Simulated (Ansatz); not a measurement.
# r2SCAN/def2-SVPD run of AlCl2F (SMILES [F][Al]([Cl])[Cl])

What is the vertical electron affinity of AlCl2F at r2SCAN/def2-SVPD? 

The results are computed with Ansatz 0.2.0.

41 further runs of the same task are left out: 41 set aside as unsound or not needed.

## Step 1: Starting point

AlCl2F has 4 atoms, charge 0, and is taken as a singlet. As SMILES, `[F][Al]([Cl])[Cl]`. The shape is that of a PBE0-D4/def2-TZVP optimisation.

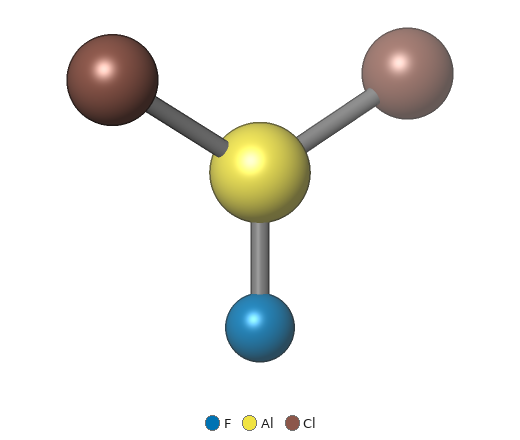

The structure, seen from a chosen angle (fluorine blue, aluminium yellow, chlorine brown).

## Step 2: The energy at r2SCAN/def2-SVPD

Input file molecule.yaml:

```yaml
crystal:
  periodic: [false, false, false]
  atoms:
    - {symbol: F, position_ang: [0.087420, 0.388220, 1.682350]}
    - {symbol: Al, position_ang: [0.004800, 0.021530, 0.093600]}
    - {symbol: Cl, position_ang: [1.223040, -1.463690, -0.663450]}
    - {symbol: Cl, position_ang: [-1.315270, 1.053930, -1.112510]}
basis:
  gaussian:
    orbitals: def2-SVPD
hamiltonian:
  xc: {name: r2SCAN}
accuracy: high
output: {orbitals: {seedname: orbitals}}
```

Command:

```
$ ansatz run molecule.yaml --threads 1 --pin off --max-ram 3480MiB --events-out events.jsonl --progress --plain --runs-dir runs
```

Output:

```text
Warning: RAYON_NUM_THREADS=1 ignored (pool sized by the plan → 1); use --threads N
Functional definition: r2SCAN
  name "r2SCAN"
  parameter k0 = 0.174
  parameter k1 = 0.065
  parameter a1 = 4.9479
  exchange = r2scan_x(k0 = k0, k1 = k1, a1 = a1)
  correlation = r2scan_c
1837 factors; integrals over basis functions are off by at most 3.0e-9 eV
mean field evaluation 1: about -34347.2701 eV, gradient 4.1e1 eV
mean field evaluation 2: about -34338.0901 eV, gradient 8.7e1 eV
mean field evaluation 4: about -34350.1644 eV, gradient 2.6e0 eV
mean field evaluation 8: about -34350.1761 eV, gradient 2.1e-2 eV
mean field evaluation 16: about -34350.1761 eV, gradient 1.2e-6 eV
mean field -34350.17613380 eV, -1262.3456895316 hartree, gradient 6.4e-8 eV, S^2 0.000000; 0 other end points of the search recorded, 0 dependent functions left out
reference -34350.17613465 eV, -1262.3456895627 hartree; 28, 28 occupied and 73, 73 virtual orbitals, 1837 factors
Total energy: -34350.17613465 eV, -1262.3456895627 hartree
```

It took 8.1 s on 1 thread of Intel Xeon Platinum 8375C at 2.90GHz (Ice Lake), shared host; peak memory 0.31 GiB.

## Step 3: The doublet anion

Input file input.yaml:

```yaml
crystal:
  periodic: [false, false, false]
  atoms:
    - {symbol: F, position_ang: [0.087420, 0.388220, 1.682350]}
    - {symbol: Al, position_ang: [0.004800, 0.021530, 0.093600]}
    - {symbol: Cl, position_ang: [1.223040, -1.463690, -0.663450]}
    - {symbol: Cl, position_ang: [-1.315270, 1.053930, -1.112510]}
basis:
  gaussian: {orbitals: def2-SVPD}
total_charge: -1
magnetization: {spin_polarized: true, initial_magnetization: 1}
hamiltonian: {xc: {name: r2SCAN}}
accuracy: high
output: {orbitals: {seedname: orbitals}}
```

Command:

```
$ ansatz run input.yaml --threads 1 --pin off --max-ram 3480MiB --events-out events.jsonl --progress --plain --runs-dir runs
```

Output, shortened:

```text
Warning: RAYON_NUM_THREADS=1 ignored (pool sized by the plan → 1); use --threads N
[... 7 set-up lines as earlier in the session ...]
1837 factors; integrals over basis functions are off by at most 3.0e-9 eV
mean field evaluation 1: about -34350.0011 eV, gradient 6.4e0 eV
mean field evaluation 2: about -34349.9362 eV, gradient 8.0e0 eV
mean field evaluation 4: about -34350.2812 eV, gradient 6.4e-1 eV
mean field evaluation 8: about -34350.2795 eV, gradient 2.4e-2 eV
mean field evaluation 16: about -34350.2795 eV, gradient 1.1e-5 eV
mean field evaluation 32: about -34349.4664 eV, gradient 4.5e-2 eV
mean field -34350.27952195 eV, -1262.3494889758 hartree, gradient 1.4e-8 eV, S^2 0.753134; 3 other end points of the search recorded, 0 dependent functions left out
reference -34350.27953628 eV, -1262.3494895027 hartree; 29, 28 occupied and 72, 73 virtual orbitals, 1837 factors
Total energy: -34350.27953628 eV, -1262.3494895027 hartree
```

It took 20 s on 1 thread of Intel Xeon Platinum 8375C at 2.90GHz (Ice Lake), shared host; peak memory 0.46 GiB.

## Step 4: What came out

Level: r2SCAN/def2-SVPD.

```
                                         quantity           value
                     singlet AlCl2F: total energy  -1262.34569 Eh
                      singlet AlCl2F: HOMO energy        -8.69 eV
                      singlet AlCl2F: LUMO energy        -1.86 eV
                    singlet AlCl2F: HOMO–LUMO gap         6.83 eV
                      doublet anion: total energy  -1262.34949 Eh
doublet anion: HOMO energy (highest over α and β)         1.69 eV
 doublet anion: LUMO energy (lowest over α and β)         2.60 eV
                              doublet anion: ⟨S²⟩           0.753
vertical electron affinity (to the doublet anion)        0.103 eV
```

At fixed nuclei the extra electron is bound by 0.10 eV (10.0 kJ/mol). The HOMO (doublet anion) lies at positive energy, 1.69 eV, as semi-local functionals often give for anions; only total energies tell whether the electron is bound.
